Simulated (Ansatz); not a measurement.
C$_{36}$H$_{24}$N$_{2}$ (CBP) (charge +1, doublet)

Input file:

```
crystal:
  periodic: [false, false, false]
  atoms:
    - {symbol: C, position_ang: [-7.921781, 2.441754, 1.369465]}
    - {symbol: C, position_ang: [-6.583507, 2.767129, 1.671206]}
    - {symbol: C, position_ang: [-5.518578, 2.006609, 1.167282]}
    - {symbol: C, position_ang: [-5.835910, 0.897253, 0.364624]}
    - {symbol: C, position_ang: [-7.183417, 0.571925, 0.028424]}
    - {symbol: C, position_ang: [-8.230486, 1.349172, 0.539396]}
    - {symbol: C, position_ang: [-7.130956, -0.574668, -0.865172]}
    - {symbol: C, position_ang: [-8.111056, -1.352421, -1.494513]}
    - {symbol: C, position_ang: [-7.707296, -2.444775, -2.283051]}
    - {symbol: C, position_ang: [-6.342860, -2.769722, -2.426648]}
    - {symbol: C, position_ang: [-5.344193, -2.008685, -1.802234]}
    - {symbol: C, position_ang: [-5.753324, -0.899369, -1.042191]}
    - {symbol: N, position_ang: [-4.977818, -0.000798, -0.291155]}
    - {symbol: C, position_ang: [-3.573887, -0.000610, -0.209019]}
    - {symbol: C, position_ang: [-2.931411, 0.106433, 1.045175]}
    - {symbol: C, position_ang: [-1.540310, 0.102019, 1.120147]}
    - {symbol: C, position_ang: [-0.734888, -0.000142, -0.042988]}
    - {symbol: C, position_ang: [0.734903, 0.000142, 0.042938]}
    - {symbol: C, position_ang: [1.530063, -0.637594, -0.943485]}
    - {symbol: C, position_ang: [2.921251, -0.637344, -0.870111]}
    - {symbol: C, position_ang: [3.573903, 0.000653, 0.208891]}
    - {symbol: N, position_ang: [4.977831, 0.000887, 0.290961]}
    - {symbol: C, position_ang: [5.730411, -0.300388, 1.438015]}
    - {symbol: C, position_ang: [5.291987, -0.724855, 2.704206]}
    - {symbol: C, position_ang: [6.270883, -0.998794, 3.670190]}
    - {symbol: C, position_ang: [7.643982, -0.870354, 3.376932]}
    - {symbol: C, position_ang: [8.076129, -0.476068, 2.097933]}
    - {symbol: C, position_ang: [7.116306, -0.192296, 1.118252]}
    - {symbol: C, position_ang: [7.198064, 0.195039, -0.281475]}
    - {symbol: C, position_ang: [8.265397, 0.479294, -1.142616]}
    - {symbol: C, position_ang: [7.985083, 0.873309, -2.463307]}
    - {symbol: C, position_ang: [6.655460, 1.001380, -2.914527]}
    - {symbol: C, position_ang: [5.570774, 0.726963, -2.069210]}
    - {symbol: C, position_ang: [5.858831, 0.302557, -0.760571]}
    - {symbol: C, position_ang: [2.799750, 0.638409, 1.204479]}
    - {symbol: C, position_ang: [1.409485, 0.638159, 1.115265]}
    - {symbol: C, position_ang: [-1.399210, -0.102548, -1.292070]}
    - {symbol: C, position_ang: [-2.789559, -0.107479, -1.379763]}
    - {symbol: H, position_ang: [-8.734143, 3.059972, 1.778493]}
    - {symbol: H, position_ang: [-6.367308, 3.639210, 2.305598]}
    - {symbol: H, position_ang: [-4.478125, 2.285431, 1.381863]}
    - {symbol: H, position_ang: [-9.275996, 1.117163, 0.288682]}
    - {symbol: H, position_ang: [-9.178751, -1.120892, -1.367252]}
    - {symbol: H, position_ang: [-8.466218, -3.063267, -2.783985]}
    - {symbol: H, position_ang: [-6.053881, -3.641812, -3.031364]}
    - {symbol: H, position_ang: [-4.285712, -2.287077, -1.894115]}
    - {symbol: H, position_ang: [-3.535375, 0.139729, 1.962076]}
    - {symbol: H, position_ang: [-1.065754, 0.126859, 2.111326]}
    - {symbol: H, position_ang: [1.045375, -1.190919, -1.760273]}
    - {symbol: H, position_ang: [3.515506, -1.176910, -1.619997]}
    - {symbol: H, position_ang: [4.225662, -0.857332, 2.931643]}
    - {symbol: H, position_ang: [5.958933, -1.329299, 4.671775]}
    - {symbol: H, position_ang: [8.386801, -1.095175, 4.156101]}
    - {symbol: H, position_ang: [9.149650, -0.402545, 1.870062]}
    - {symbol: H, position_ang: [9.305077, 0.406236, -0.791184]}
    - {symbol: H, position_ang: [8.813552, 1.098353, -3.150639]}
    - {symbol: H, position_ang: [6.462221, 1.331903, -3.945612]}
    - {symbol: H, position_ang: [4.538164, 0.859014, -2.419360]}
    - {symbol: H, position_ang: [3.302402, 1.178177, 2.018475]}
    - {symbol: H, position_ang: [0.832733, 1.191306, 1.869997]}
    - {symbol: H, position_ang: [-0.812347, -0.127204, -2.221172]}
    - {symbol: H, position_ang: [-3.282503, -0.141038, -2.360820]}
basis:
  gaussian: {orbitals: def2-SVP, fitting: {mean_field: def2-universal-jkfit}, initial_orbitals: start.molden}
total_charge: 1
magnetization: {spin_polarized: true, initial_magnetization: 1}
hamiltonian: {xc: pbe0, dispersion: d4}
scf: {omitted_lower_state_checks: [starts]}
output: {orbitals: {seedname: orbitals}}
```

Run with:

```sh
ansatz run in.yaml --threads 2 --pin off --events-out ev --progress --plain --max-ram 20480MiB --backend cuda --devices 0, --max-vram 18GiB
```

Geometry: PBE-D4/def2-SVP.

All numbers below come from UKS PBE0-D4/def2-SVP (Ansatz).

Q: What will maps of the electron density, electron localisation function and spin density show?

A: C–C (1.41 Å): ρ at the midpoint is about 2 e/Å³; the ELF peaks at about 0.95 between the atoms (localised, covalent bonding).
C–N (1.40 Å): the density is about 2.1 e/Å³ at the midpoint; the ELF peaks at about 0.90 between the atoms (a covalent bond).
C–H (1.10 Å): ρ at the midpoint is about 1.9 e/Å³; the ELF climbs to about 1 towards the hydrogen, as it does in any bond to H; an ordinary covalent bond to hydrogen.
C–C (1.45 Å): the density is about 1.8 e/Å³ at the midpoint; the ELF peaks at about 0.95 between the atoms (localised, covalent bonding).
The unpaired spin (1 electron) lies mostly on N13 (about 0.1) and N22 (about 0.1), in electrons by Hirshfeld's partition.

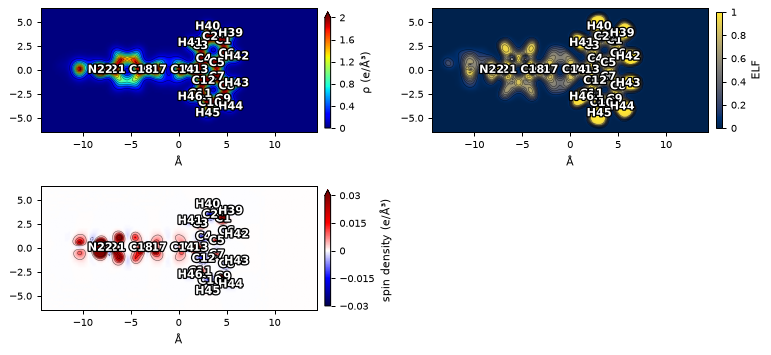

Computed electron density, electron localisation function and spin density on the plane of atoms C10, C11 and C12, in this order. Grey discs cover the atomic cores in the ELF map. 
